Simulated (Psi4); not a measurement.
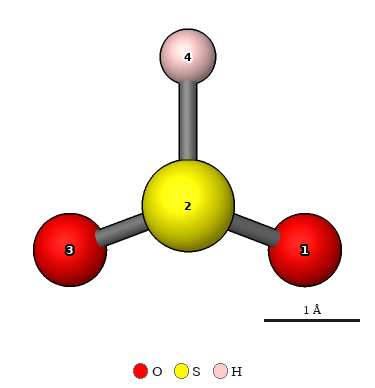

**Figure 1.** The structure (ball-and-stick view, seen on its broad side; atoms are numbered from 1 in the order of the input).

## Single-point calculation of HSO2 (charge −1)

HSO2, charge −1, SMILES O=[SH][O-], computed with CCD/6-31++G**, RHF (Psi4 1.11).

The geometry comes from this level: GFN2-xTB.

## Log
```
=> Loading Basis Set <=

    Name: 6-31++G**
    Role: ORBITAL
    Keyword: BASIS

         ---------------------------------------------------------
                                   SCF
                              RHF Reference
                        1 Threads,   1525 MiB Core
         ---------------------------------------------------------

  ==> Geometry <==

    Molecular point group: c1
    Full point group: C1

    Geometry (in Angstrom), charge = -1, multiplicity = 1:

       Center              X                  Y                   Z               Mass
    ------------   -----------------  -----------------  -----------------  -----------------
         O           -1.059349316097     0.418236487675     0.642880926204    15.994914619570
         S           -0.060199316097     0.044626487675    -0.390239073796    31.972071174400
         O            1.146370683903    -0.601743512325     0.186920926204    15.994914619570
         H            0.528660683903     1.496666487675    -0.789679073796     1.007825032230

  Running in c1 symmetry.

  Rotational constants: A =      1.19959  B =      0.33081  C =      0.27691 [cm^-1]
  Rotational constants: A =  35962.80120  B =   9917.35817  C =   8301.49707 [MHz]
  Nuclear repulsion =  113.677888578543232

  Charge       = -1
  Multiplicity = 1
  Electrons    = 34
  Nalpha       = 17
  Nbeta        = 17

  ==> Algorithm <==

  SCF Algorithm Type is CD.
  DIIS enabled.
  MOM disabled.
  Fractional occupation disabled.
  Guess Type is SAD.
  Energy threshold   = 1.00e-08
  Density threshold  = 1.00e-08
  Integral threshold = 1.00e-12

  ==> Primary Basis <==

  Basis Set: 6-31++G**
    Blend: 6-31++G**
    Number of shells: 30
    Number of basis functions: 67
    Number of Cartesian functions: 67
    Spherical Harmonics?: false
    Max angular momentum: 2

  ==> Integral Setup <==

  ==> CDJK: Cholesky-decomposed J/K Matrices <==

    J tasked:                     Yes
    K tasked:                     Yes
    wK tasked:                     No
    Integrals threads:              1
    Memory [MiB]:                1144
    Algorithm:                   Core
    Integral Cache:              SAVE
    Schwarz Cutoff:             1E-12
    Cholesky tolerance:      1.00E-04
    No. Cholesky vectors:         257

  Minimum eigenvalue in the overlap matrix is 2.4632017380E-03.
  Reciprocal condition number of the overlap matrix is 3.1662889938E-04.
    Using symmetric orthogonalization.

  ==> Pre-Iterations <==

  SCF Guess: Superposition of Atomic Densities via on-the-fly atomic UHF (no occupation information).

   -------------------------
    Irrep   Nso     Nmo
   -------------------------
     A         67      67
   -------------------------
    Total      67      67
   -------------------------

  ==> Iterations <==

                        Total Energy        Delta E     RMS |[F,P]|

   @RHF iter SAD:  -547.31730772596416   -5.47317e+02   0.00000e+00
   @RHF iter   1:  -547.54196142362332   -2.24654e-01   1.03518e-02 DIIS/ADIIS
   @RHF iter   2:  -547.63931414955243   -9.73527e-02   8.45028e-03 DIIS/ADIIS
   @RHF iter   3:  -547.75759400299819   -1.18280e-01   5.87296e-04 SOSCF, nmicro=5
   @RHF iter   4:  -547.75902807632485   -1.43407e-03   1.37965e-05 SOSCF, nmicro=5
   @RHF iter   5:  -547.75902881877880   -7.42454e-07   6.04917e-07 SOSCF, nmicro=5
   @RHF iter   6:  -547.75902881997217   -1.19337e-09   2.85849e-08 SOSCF, nmicro=5
   @RHF iter   7:  -547.75902881997456   -2.38742e-12   1.51199e-09 SOSCF, nmicro=conv
  Energy and wave function converged.

  ==> Post-Iterations <==

    Orbital Energies [Eh]
    ---------------------

    Doubly Occupied:

       1A    -91.909392     2A    -20.326431     3A    -20.326344
       4A     -8.891700     5A     -6.575251     6A     -6.574729
       7A     -6.572027     8A     -1.192670     9A     -1.086125
      10A     -0.629067    11A     -0.431564    12A     -0.400537
      13A     -0.397283    14A     -0.264179    15A     -0.241967
      16A     -0.234657    17A     -0.135253

    Virtual:

      18A      0.189123    19A      0.241497    20A      0.244197
      21A      0.245009    22A      0.300327    23A      0.367942
      24A      0.429920    25A      0.443166    26A      0.470140
      27A      0.476415    28A      0.499537    29A      0.502907
      30A      0.534994    31A      0.546705    32A      0.620800
      33A      0.627467    34A      0.835431    35A      0.889842
      36A      0.999807    37A      1.034713    38A      1.153153
      39A      1.175231    40A      1.213863    41A      1.394745
      42A      1.531110    43A      1.545969    44A      1.704290
      45A      1.704794    46A      1.732650    47A      1.768853
      48A      1.774773    49A      1.842069    50A      1.934638
      51A      1.995377    52A      2.322868    53A      2.324798
      54A      2.351858    55A      2.353876    56A      2.404121
      57A      2.521653    58A      2.525163    59A      2.650987
      60A      2.672784    61A      2.784512    62A      3.013805
      63A      3.324611    64A      3.424562    65A      4.592386
      66A      4.635282    67A      4.656368

    Final Occupation by Irrep:
              A
    DOCC [    17 ]
    NA   [    17 ]
    NB   [    17 ]

  @RHF Final Energy:  -547.75902881997456

   => Energetics <=

    Nuclear Repulsion Energy =            113.6778885785432323
    One-Electron Energy =                -990.4954801733368868
    Two-Electron Energy =                 329.0585627748191087
    Total Energy =                       -547.7590288199744464

Computation Completed

Properties will be evaluated at   0.000000,   0.000000,   0.000000 [a0]

Properties computed using the SCF density matrix

 Multipole Moments:

 ------------------------------------------------------------------------------------
     Multipole            Electronic (a.u.)      Nuclear  (a.u.)        Total (a.u.)
 ------------------------------------------------------------------------------------

 L = 1.  Multiply by 2.5417464519 to convert [e a0] to [Debye]
 Dipole X            :         -0.7111224            0.4944328           -0.2166896
 Dipole Y            :         -1.4725531            1.4033750           -0.0691781
 Dipole Z            :         -0.1388880           -0.7466108           -0.8854988
 Magnitude           :                                                    0.9142473

 ------------------------------------------------------------------------------------

	total time  =          1 seconds =       0.02 minutes

  Module DFOCC Options:
  ----------------------------------------------------------------------------
  ACTIVE                        => (empty)
  BASIS_RELATIVISTIC            => (empty)
  BENCH                         => (empty)
  CC_DIIS_MAX_VECS              => (empty)
  CC_DIIS_MIN_VECS              => (empty)
  CC_LAMBDA                     => (empty)
  CC_MAXITER                    => (empty)
  CC_TYPE                       => CD              !
  CHOLESKY                      => TRUE            !
  CHOLESKY_TOLERANCE            => (empty)
  CI_TYPE                       => (empty)
  COMPUT_S2                     => (empty)
  CUBEPROP_BASIS_FUNCTIONS      => (empty)
  CUBEPROP_FILEPATH             => (empty)
  CUBEPROP_ISOCONTOUR_THRESHOLD => (empty)
  CUBEPROP_ORBITALS             => (empty)
  CUBEPROP_TASKS                => (empty)
  CUBIC_BASIS_TOLERANCE         => (empty)
  CUBIC_BLOCK_MAX_POINTS        => (empty)
  CUBIC_GRID_OVERAGE            => (empty)
  CUBIC_GRID_SPACING            => (empty)
  CUTOFF                        => (empty)
  DDX                           => (empty)
  DEBUG                         => (empty)
  DERTYPE                       => (empty)
  DF_BASIS_CC                   => (empty)
  DIE_IF_NOT_CONVERGED          => (empty)
  DKH_ORDER                     => (empty)
  DOCC                          => (empty)
  DO_DIIS                       => (empty)
  DO_LEVEL_SHIFT                => (empty)
  DO_SCS                        => FALSE           !
  DO_SOS                        => FALSE           !
  E3_SCALE                      => (empty)
  EKT_IP                        => (empty)
  EXTERNAL_POTENTIAL_SYMMETRY   => (empty)
  E_CONVERGENCE                 => 1e-06           !
  FREEZE_CORE                   => (empty)
  FREEZE_CORE_POLICY            => (empty)
  FROZEN_DOCC                   => (empty)
  FROZEN_UOCC                   => (empty)
  HESS_TYPE                     => (empty)
  INTEGRAL_CUTOFF               => (empty)
  INTEGRAL_PACKAGE              => (empty)
  LEVEL_SHIFT                   => (empty)
  LINEQ_SOLVER                  => (empty)
  LITERAL_CFOUR                 => (empty)
  LS_THC_BASIS_TOLERANCE        => (empty)
  LS_THC_DF                     => (empty)
  LS_THC_PRUNING_SCHEME         => (empty)
  LS_THC_RADIAL_POINTS          => (empty)
  LS_THC_SPHERICAL_POINTS       => (empty)
  LS_THC_S_EPSILON              => (empty)
  LS_THC_WEIGHTS_TOLERANCE      => (empty)
  MAT_NUM_COLUMN_PRINT          => (empty)
  MAX_MOGRAD_CONVERGENCE        => (empty)
  MAX_RADIAL_MOMENT             => (empty)
  MBIS_D_CONVERGENCE            => (empty)
  MBIS_MAXITER                  => (empty)
  MBIS_PRUNING_SCHEME           => (empty)
  MBIS_RADIAL_POINTS            => (empty)
  MBIS_SPHERICAL_POINTS         => (empty)
  MOLDEN_WITH_VIRTUAL           => (empty)
  MOLDEN_WRITE                  => (empty)
  MO_DIIS_NUM_VECS              => (empty)
  MO_MAXITER                    => (empty)
  MO_STEP_MAX                   => (empty)
  MP2_AMP_TYPE                  => (empty)
  MP2_OS_SCALE                  => (empty)
  MP2_SOS_SCALE                 => (empty)
  MP2_SOS_SCALE2                => (empty)
  MP2_SS_SCALE                  => (empty)
  MP2_TYPE                      => (empty)
  MP_TYPE                       => (empty)
  NAT_ORBS                      => FALSE           !
  NUM_FROZEN_DOCC               => (empty)
  NUM_FROZEN_UOCC               => (empty)
  NUM_GPUS                      => (empty)
  OCC_ORBS_PRINT                => (empty)
  OEPROP                        => (empty)
  OO_SCALE                      => (empty)
  OPT_METHOD                    => (empty)
  ORBITAL_OPTIMIZER_PACKAGE     => (empty)
  ORB_OPT                       => FALSE           !
  ORB_RESP_SOLVER               => (empty)
  ORTH_TYPE                     => (empty)
  PARENT_SYMMETRY               => (empty)
  PCG_BETA_TYPE                 => (empty)
  PCG_CONVERGENCE               => (empty)
  PCG_MAXITER                   => (empty)
  PCM                           => (empty)
  PE                            => (empty)
  PPL_TYPE                      => (empty)
  PRINT                         => (empty)
  PRINT_NOONS                   => (empty)
  PROPERTIES                    => (empty)
  PROPERTIES_ORIGIN             => (empty)
  PUREAM                        => (empty)
  QCHF                          => (empty)
  QC_MODULE                     => (empty)
  RAS1                          => (empty)
  RAS2                          => (empty)
  RAS3                          => (empty)
  RAS4                          => (empty)
  READ_SCF_3INDEX               => (empty)
  REGULARIZATION                => (empty)
  REG_PARAM                     => (empty)
  RELATIVISTIC                  => (empty)
  REMP_A                        => (empty)
  RESTRICTED_DOCC               => (empty)
  RESTRICTED_UOCC               => (empty)
  RMS_MOGRAD_CONVERGENCE        => (empty)
  R_CONVERGENCE                 => (empty)
  SCF_TYPE                      => CD              !
  SCREENING                     => (empty)
  SCS_TYPE                      => (empty)
  SOCC                          => (empty)
  SOS_TYPE                      => (empty)
  TRIPLES_IABC_TYPE             => (empty)
  WFN                           => (empty)
  WFN_TYPE                      => DF-CCD          !
  WRITER_FILE_LABEL             => (empty)
  ZORA_BASIS_TOLERANCE          => (empty)
  ZORA_NR_DEBUG                 => (empty)
  ZORA_PRUNING_SCHEME           => (empty)
  ZORA_RADIAL_POINTS            => (empty)
  ZORA_SPHERICAL_POINTS         => (empty)

	For this residual convergence, default PCG convergence is:     1.00e-07
	For this energy convergence, default residual convergence is:     3.16e-07

 ==============================================================================
 ==============================================================================
 ==============================================================================

                       CD-CCD

 ==============================================================================
 ==============================================================================
 ==============================================================================

	MO spaces...

	 FC   OCC   VIR   FV
	----------------------
	  0   17    50    0
	Reading Cholesky vectors from disk ...
	Cholesky decomposition threshold: 1.00e-04
	Number of Cholesky vectors:     257

	Total memory requirement for DF+CC int:     29.18 MB
	Memory for high mem Wabef algorithm   :     28.67 MB
	I will use the HIGH_MEM Wabef algorithm!

	Computing CD-MP2 energy ...
	=======================================================================
	Nuclear Repulsion Energy (a.u.)    :   113.67788857854323
	CD-HF Energy (a.u.)                :  -547.75902881997456
	REF Energy (a.u.)                  :  -547.75902881997456
	CD-MP2 Correlation Energy (a.u.)   :    -0.54684851002321
	CD-MP2 Total Energy (a.u.)         :  -548.30587732999777
	=======================================================================

 ==============================================================================
 ================ Performing DF-CCD iterations... =============================
 ==============================================================================

  Iter       E_corr                  DE                 T2 RMS
  ----   ----------------      ----------------       ----------
   1      -0.5313370889          0.0155114211         6.91e-05
   2      -0.5435058598         -0.0121687709         2.43e-05
   3      -0.5457817241         -0.0022758643         8.46e-06
   4      -0.5457798282          0.0000018959         2.13e-06
   5      -0.5458118053         -0.0000319772         8.21e-07
   6      -0.5458234239         -0.0000116186         2.51e-07
   7      -0.5458153719          0.0000080520         8.51e-08
   8      -0.5458178122         -0.0000024403         3.18e-08
   9      -0.5458172982          0.0000005139         9.19e-09

 ==============================================================================
 ===================== DF-CCD ITERATIONS ARE CONVERGED ========================
 ==============================================================================

	=======================================================================
	================ CCD FINAL RESULTS ====================================
	=======================================================================
	Nuclear Repulsion Energy (a.u.)    :   113.67788857854323
	SCF Energy (a.u.)                  :  -547.75902881997456
	REF Energy (a.u.)                  :  -547.75902881997456
	CD-CCD Correlation Energy (a.u.)   :    -0.54581729824448
	CD-CCD Total Energy (a.u.)         :  -548.30484611821907
	=======================================================================

	total time  =          2 seconds =       0.03 minutes
```

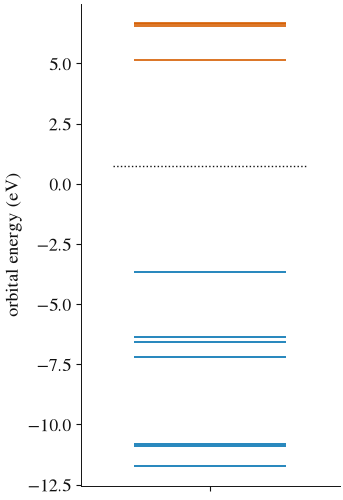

**Figure 2.** Orbital energies near the frontier (SCF reference); the dotted line parts filled from empty levels, and levels within 0.02 eV of each other stand side by side. Highest filled −3.68 eV, lowest empty 5.15 eV, 8.83 eV apart.

The run was set up as follows.

## The input (run.py)
```python
import numpy as np
from ase.calculators.psi4 import Psi4
from ase import Atoms

atoms = Atoms(['O', 'S', 'O', 'H'], positions=[
    [-1.198220, 0.078790, 0.730410],
    [-0.199070, -0.294820, -0.302710],
    [1.007500, -0.941190, 0.274450],
    [0.389790, 1.157220, -0.702150],
])
calc = Psi4(atoms=atoms, method='ccd', basis='6-31++G**', memory='1600MB', num_threads=1, charge=-1, multiplicity=1, label='ho2s', reference='rhf')
calc.psi4.set_options({'cc_type': 'cd', 'scf_type': 'cd', 'soscf': True})
atoms.calc = calc

print(f'energy: {atoms.get_potential_energy():.6f} eV')
```

Launch command:
```bash
python run.py
```

## Summary

```tsv
quantity	value
outcome	converged
total energy	−548.304846 hartree
SCF energy	−547.759029 hartree
MP2 energy	−548.305877 hartree
correlation energy	−0.545817 hartree
basis functions	67
HOMO of the SCF reference	−3.68 eV
LUMO of the SCF reference	5.15 eV
hardware	1 thread of Intel Xeon (Granite Rapids), 16 GiB of memory available, shared host
wall time	3.9 s
peak memory	0.24 GiB
```

Settings chosen away from the usual ones: soscf set to true.
